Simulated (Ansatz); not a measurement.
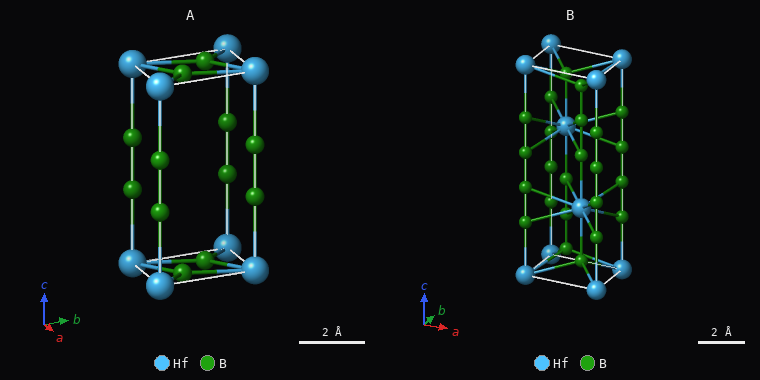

Two structures of HfB₄, each relaxed to rest (conventional cells in solid outline, small ones repeated, not to one scale). Method: DFT PBE, scalar-relativistic, plane waves, PAW in Ansatz, without spin polarisation.

**State the structure in each panel.**

A: 5 atoms a cell on a primitive hexagonal lattice, P6/mmm. B: 15 atoms a cell on a rhombohedral (trigonal R) lattice, R-3m.

**Which is the more stable form at this level of theory?**

B is lower, by 1157 meV/atom at this level of theory (energies at zero smearing). Volumes: A 17.3, B 10.8 Å³/atom.

One or both may be structure types tried for this composition rather than known phases.
